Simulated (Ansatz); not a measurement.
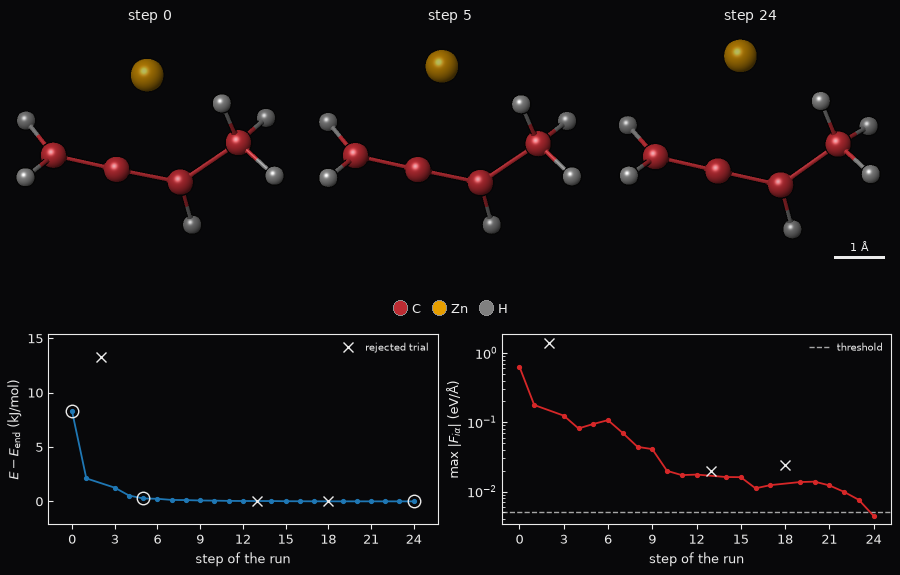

Frames of a relaxation of C4H6Zn, marked on the history of the run. A ball-and-stick model, seen from a free direction.

The start comes from PBE-D4/def2-SVP.

Computed with Ansatz 0.2.0, RKS PBE0-D4/def2-TZVP. Settings: force threshold 0.005 eV/Å; at most 150 steps.

Question: What happens along the run?

Answer: Over 21 accepted moves (24 points after the start) the energy falls by 8.28 kJ/mol. The largest force component goes from 0.63 to 0.0045 eV/Å. The line search rejected the trial steps at points 2, 13, 18 of the run. The Zn atom moves most after the best rigid fit: 0.43 Å. By element the largest moves are Zn 0.43 Å, H 0.17 Å, C 0.07 Å. Some distances before and after: C–C 1.322 → 1.302 Å, C–H 1.106 → 1.086 Å, C–C 1.506 → 1.497 Å. The run took about 100 s of wall time on a shared GPU. From step 0 to 5: the Zn atom moves most (0.32 Å), energy −8.01 kJ/mol. From step 5 to 24: the Zn atom moves most (0.22 Å), energy −0.27 kJ/mol.

Limits of the set-up: the start holds two separate molecules, 3.2 Å apart at their closest, whose relative position is a soft coordinate.
